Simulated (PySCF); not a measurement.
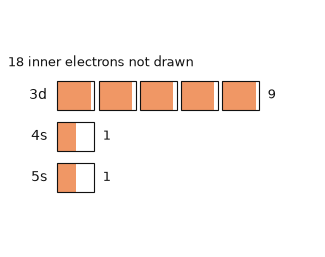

The outer shells of the nominal configuration: a box for each of the 2l + 1 orbitals, shaded by the share of the shell that is filled, with the electron count at the right.

# Atomic calculation for Cu

- system: Cu, configuration 1s2 2s2 2p6 3s2 3p6 3d9 4s1 5s1, multiplicity 4.
- method: unrestricted revPBE, aug-cc-pVDZ-PP with ECP10, scalar-relativistic core potential (PySCF)

**The input**
```python
from pyscf import gto, scf, dft, mp, cc
mol = gto.M(atom="Cu 0 0 0", charge=0, spin=3, symmetry="D2h",
            basis="aug-cc-pVDZ-PP",
            ecp="aug-cc-pVDZ-PP")
mf = dft.UKS(mol, xc="PBE_R,PBE")
mf.irrep_nelec = {'Ag': (5, 2), 'B1g': (1, 1), 'B2g': (1, 1), 'B3g': (1, 1), 'B1u': (1, 1), 'B2u': (1, 1), 'B3u': (1, 1)}
mf.kernel()
```

The script is an equivalent of what the driver set up; the driver started from orbitals of its own, so the log can be shorter than this script's would be, and it computed the properties (radii, ⟨L²⟩, response) afterwards. It held the occupations shell by shell, which the script's counts by irreducible representation don't always enforce.

Hardware: 1 CPU thread, shared host.

**The program's output (extracts)**
```
damping factor = 0
level_shift factor = 0
DIIS = <class 'pyscf.scf.diis.CDIIS'>
diis_start_cycle = 1
diis_space = 10
diis_damp = 0
SCF conv_tol = 1e-09
SCF conv_tol_grad = None
number electrons alpha = 11  beta = 8
XC functionals = PBE_R,PBE
    Y. Zhang and W. Yang.,  Phys. Rev. Lett. 80, 890 (1998)
    J. P. Perdew, K. Burke, and M. Ernzerhof.,  Phys. Rev. Lett. 77, 3865 (1996)
    J. P. Perdew, K. Burke, and M. Ernzerhof.,  Phys. Rev. Lett. 78, 1396 (1997)
cycle= 1 E= -197.047781676821  delta_E= -0.0146  |g|= 0.174  |ddm|= 0.512
cycle= 2 E= -197.031953932052  delta_E= 0.0158  |g|= 0.375  |ddm|= 0.492
cycle= 3 E= -197.053251806386  delta_E= -0.0213  |g|= 0.0187  |ddm|= 0.352
cycle= 4 E= -197.053319803405  delta_E= -6.8e-05  |g|= 0.000643  |ddm|= 0.015
cycle= 5 E= -197.053319880082  delta_E= -7.67e-08  |g|= 7.16e-05  |ddm|= 0.000776
cycle= 6 E= -197.053319881035  delta_E= -9.54e-10  |g|= 3.23e-06  |ddm|= 7.69e-05
converged SCF energy = -197.053319881035  <S^2> = 3.7503665  2S+1 = 4.0001832
```

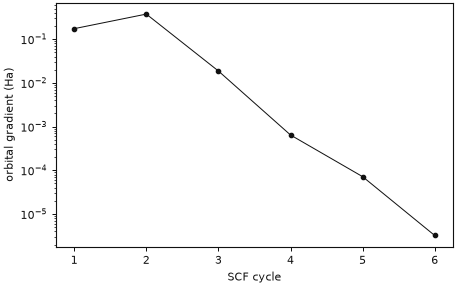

Convergence: orbital gradient against the SCF cycle. The residual comes down, with one marked jump up, by a factor of about 2, at step 2. It goes from 0.17 to 3.2×10⁻⁶ in 6 steps.

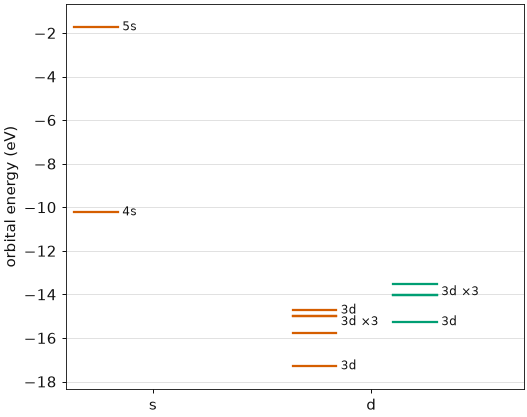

Orbital energies of the mean field, from the top down to −17.3 eV, by angular momentum, α spin at the left of each column and β at the right; ×n counts the orbitals under one label. Empty levels that the record names by l alone aren't drawn. The highest filled orbital is 5s α at −1.74 eV, the lowest empty one d β at −13.2 eV.

**Results in brief**

| quantity | value |
| --- | --- |
| outcome | converged |
| total energy (valence electrons, under a core potential) | −197.053320 hartree |
| ⟨S²⟩ | 3.750 |
| ⟨L²⟩ | 6.01 |
| SCF iterations | 6 |
| CPU time | 1.2 s (integrals apart) |

**Remarks**

The driver held the occupations shell by shell, and empty p levels lie below the filled 5s. This is not the ground configuration of the species.
